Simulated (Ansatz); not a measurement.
# Frozen-phonon scan for Na (bcc, W type)

Starting cell, Na (bcc, W type):

```
CELL_PARAMETERS angstrom
     -4.19680     4.19680     4.19680
      2.09840    -2.09840     2.09840
      2.09840     2.09840    -2.09840
ATOMIC_POSITIONS crystal
  Na 0.00000 0.00000 0.00000
  Na 0.50000 0.00000 0.00000
```

The atoms are displaced by Q × the pattern below (from a DFPT mode at N = (0.5, 0.0, 0.0), largest move 1; Q in Å), at fixed cell. (q is in reciprocal vectors of the primitive cell; the cell shown is doubled to hold the pattern.)

| atom | x | y | z |
|---|---|---|---|
| Na1 | 0.000 | -0.707 | -0.707 |
| Na2 | 0.000 | 0.707 | 0.707 |

Calculation: PBE (plane waves to 420 eV, PAW, scalar-relativistic; Ansatz, a program for electronic structure). k mesh 8×16×16 (Γ-centred), Fermi-Dirac smearing 0.05 eV. Energies are smeared free energies. With partly filled bands, energies and forces of such displacements shift with the k mesh and the smearing. Na was relaxed with its symmetry unable to fall. The PAW data are Ansatz's earlier set. ΔE is measured from the undisplaced structure.

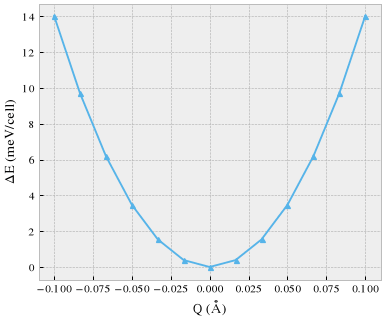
*ΔE (meV/cell) against Q (Å); one marker a computed point.*

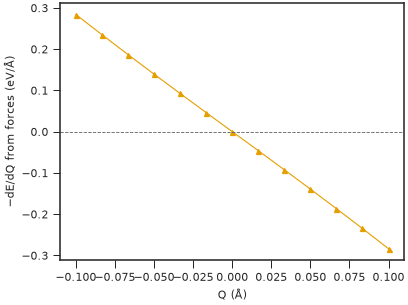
Figure. −dE/dQ from forces (eV/Å) against Q (Å); markers are the computed points, lines only join them.

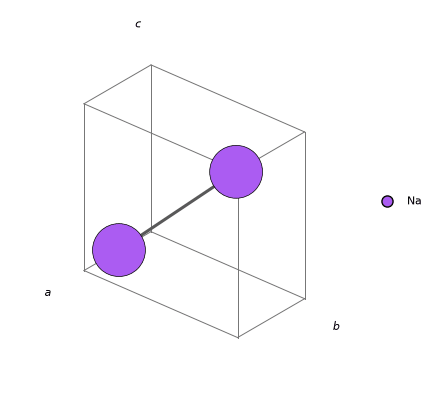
Figure: The cell of the calculation at Q = 0.100 Å.

The energy at Q = 0.100 Å is 14.0 meV/cell. Shape of the curve: a single well with its minimum at or next to zero displacement. Space group of the distorted cell: Cmme (No. 67), lowered from Im-3m. Symmetry of the curve: even: the same for both signs. Harmonic wavenumber from the curvature (finite differences): 128 cm⁻¹.

E″ = 2.76 eV/Å², M = Σ mᵢ|uᵢ|² = 46.0 u, ν̃ = 521.5·√(|E″|/M).

(For displaced atoms, the force is minus the slope of the energy, and its curvature is a force constant, which sets phonon frequencies.)
